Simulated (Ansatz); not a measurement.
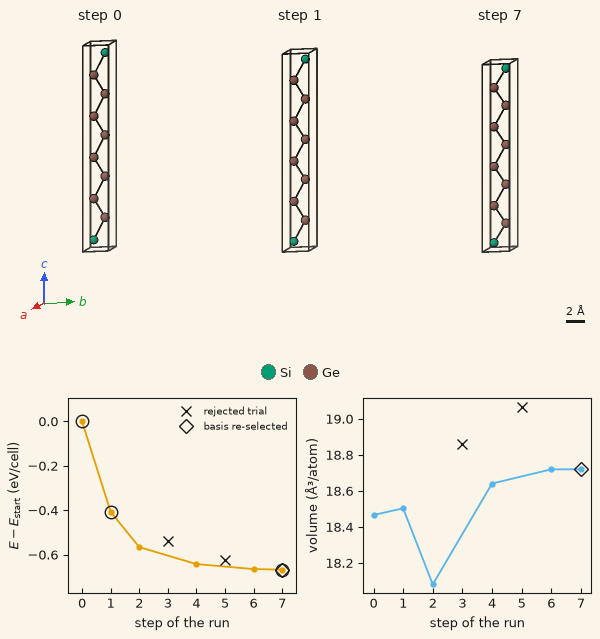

Frames of a relaxation of solid SiGe$_{4}$ (a generated structure, set up in P-3m1) (coarse preliminary run), marked on the history of the run. Style: ball-and-stick. Shown: the cell of the calculation, slightly off an axis.

Computed with DFT PBE, scalar-relativistic, plane waves, PAW in Ansatz. (plane-wave cutoff 420 eV; k-point mesh 6 × 6 × 1; occupations gaussian; smearing width 0.1 eV; no spin polarisation; cell and atoms relaxed; force threshold 0.04 eV/Å; at most 70 steps)

### Describe the path.

The largest moves relative to the cell, 0.36 Å, are those of Ge atoms. Largest moves by element: Ge 0.36 Å, Si 0.21 Å. Cell: a = b 3.003 → 3.169 Å (+5.5 %), c 23.652 → 21.529 Å (−9.0 %). Volume +1.4 %. Among the contacts that change: Si–Si 2.932 → 2.523 Å, Ge–Si 2.932 → 2.712 Å, Ge–Ge 3.003 → 3.169 Å, Ge–Ge 2.932 → 2.890 Å. Among the angles between lasting bonds that change: Ge–Ge–Ge 107.5° → 101.7°, Ge–Ge–Ge 107.5° → 102.5°, Ge–Ge–Ge 61.6° → 66.0°. The space group stays P-3m1 (No. 164). The energy falls by 0.667 eV per cell of the calculation in 4 accepted moves (7 points after the start). The largest force component goes from 0.43 to 0.029 eV/Å. Pressure: −0.08 GPa at the start and −0.08 GPa at the end. The line search rejected the trial steps at points 3, 5 of the run. At 1 point the geometry stayed and the basis and grid were re-selected for the new cell (energy shift of 2.4 meV per cell of the calculation at most each time). From step 0 to 1: Ge atoms move most (0.18 Å), volume +0.2 %, energy −0.407 eV per cell of the calculation. From step 1 to 7: Ge atoms move most (0.18 Å), volume +1.2 %, energy −0.260 eV per cell of the calculation.
